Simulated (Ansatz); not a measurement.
# Exact exchange and the vertical energy of the triplet above the singlet of AlH3

AlH3 has 4 atoms, charge 0, and is taken as a singlet. As SMILES, `[H][Al]([H])[H]`. Geometry: a GFN2-xTB relaxation, a rough one for these elements and not checked as a minimum.

The vertical energy of the triplet above the singlet y, in eV, basis 6-31G(d); a is the functional's share of exact exchange. Programs: Ansatz 0.2.0.

| functional | program | a | y (eV) |
| --- | --- | --- | --- |
| PBE | Ansatz | 0 | 4.65 |
| r2SCAN | Ansatz | 0 | 4.77 |
| B3LYP | Ansatz | 0.2 | 5.08 |
| r2SCAN0 | Ansatz | 0.25 | ? |
| PBE0 | Ansatz | 0.25 | 4.96 |
| BHLYP | Ansatz | 0.5 | 5.38 |

Question: Fit y = c + s·a to the known rows and predict r2SCAN0.

Answer: 
1. Means of the 5 rows: a = 0.1900, y = 4.968.
2. Σ(Δa)² = 0.172, Σ(Δa·Δy) = 0.2264, so the slope is 0.2264/0.172 = 1.3163.
3. Intercept: 4.968 − (1.3163) × 0.1900 = 4.718. The largest residual of the fit is 0.099.
4. r2SCAN0: 4.718 + (1.3163) × 0.25 = 5.05 eV.

The run gave 4.97 eV, so the prediction is off by +0.08 eV, within the scatter of the fit. The rows mix families of semi-local functionals, which the line can't see.

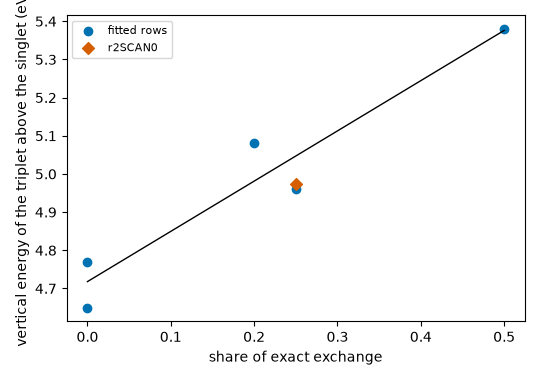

The fitted line, with the withheld row.
